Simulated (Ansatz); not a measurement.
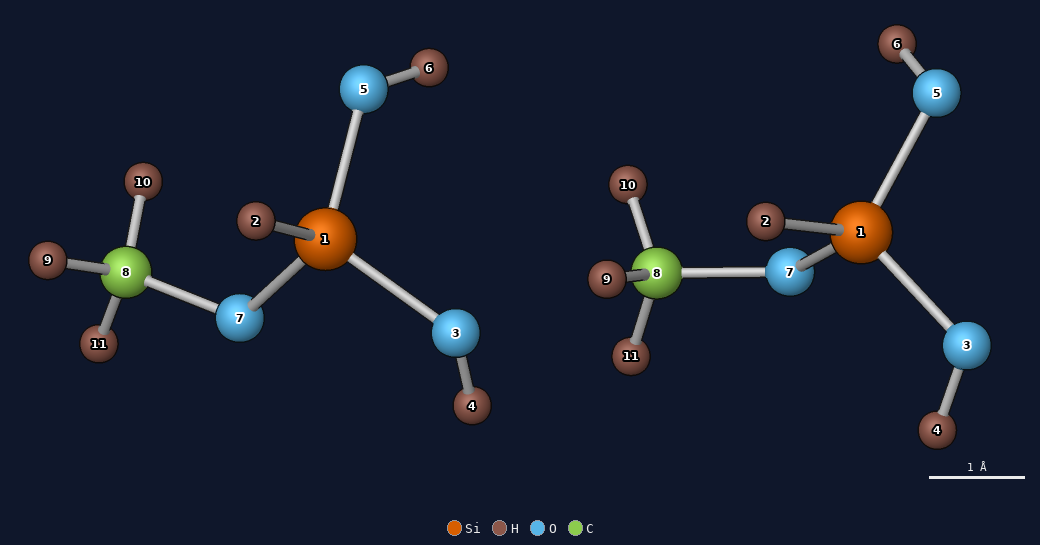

Two geometries of CH6O3Si, drawn at one scale. One is the start of a relaxation, the other its converged end. Style: ball-and-stick. Shown at a tilt.

Computed with Ansatz, RKS B3LYP-D4/6-31G. (no spin polarisation; force threshold 0.02 eV/Å; at most 40 steps)

Which geometry has the lower energy?

The left one is the relaxed one. The run prepares the start of a later molecular dynamics calculation, from a guessed geometry. The energy falls by 55.7 kJ/mol in 16 geometry steps. Largest force component: 2.1 eV/Å at the start, 0.019 eV/Å at the end. The forces were under the threshold at step 9, but the run went on from there. O7 moves most after the best rigid fit: 0.71 Å. Largest moves by element: O 0.71 Å, H 0.68 Å, Si 0.25 Å, C 0.12 Å. Among the contacts that change: O3–H4 1.010 → 0.971 Å, Si1–O7 1.679 → 1.716 Å, O7–C8 1.420 → 1.450 Å, Si1–H2 1.460 → 1.484 Å. Bond angles that change, for instance: Si1–O5–H6 109.5° → 125.4°, Si1–O3–H4 109.5° → 121.7°, O3–Si1–O7 109.5° → 103.3°. Groups turn about Si1–O5 by about 100°, Si1–O7 by about 55°, O7–C8 by about 40°. The run took 22 s on 1 thread of AMD EPYC 9R45 96-Core Processor (Zen 5) (shared host), peak memory 0.16 GiB.
